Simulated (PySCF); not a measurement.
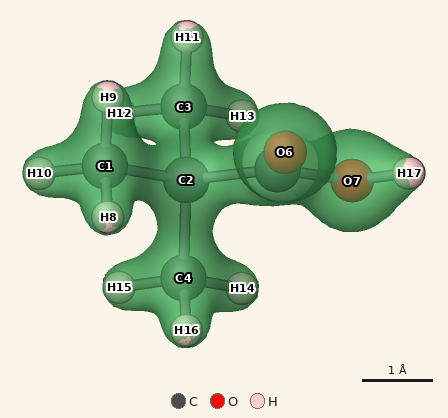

Figure 1: C$_{5}$H$_{10}$O$_{2}$ (pivalic acid). Isosurface of the total electron density at 1 e/Å³ (green), seen from one side.

Geometry: GFN2-xTB, NEB image 0 of 0 to 8.

Level of theory: PBE0/pcSseg-1, SCF density, gas phase, non-relativistic in PySCF.

```xyz
17

C    -0.1896    1.4896   -0.6897
C    -0.0795    0.1045   -0.0550
C    -0.6229   -0.9658   -1.0082
C    -0.8430    0.0630    1.2735
C     1.3834   -0.2035    0.2251
O     2.3120    0.5210   -0.0118
O     1.5540   -1.4105    0.7848
H     0.2151    2.2457   -0.0219
H     0.3730    1.5272   -1.6190
H    -1.2306    1.7236   -0.8976
H    -0.0732   -0.9552   -1.9469
H    -1.6715   -0.7703   -1.2193
H    -0.5331   -1.9531   -0.5625
H    -0.7516   -0.9171    1.7338
H    -1.8959    0.2717    1.0993
H    -0.4511    0.8102    1.9601
H     2.4973   -1.5691    0.9453
```

**How is the density connected at this value?**

At this value the surface is in one piece. It bridges the sampled C–O (1.20 Å), C–C (1.52 Å), O–H (0.97 Å) and C–O (1.34 Å) contacts, where the density stays above the isovalue. On the grid the lowest density along these lines, outside the cores, is 3 e/Å³ (C–O, 1.20 Å), 1.7 e/Å³ (C–C, 1.52 Å), 2.4 e/Å³ (O–H, 0.97 Å) and 2.1 e/Å³ (C–O, 1.34 Å).
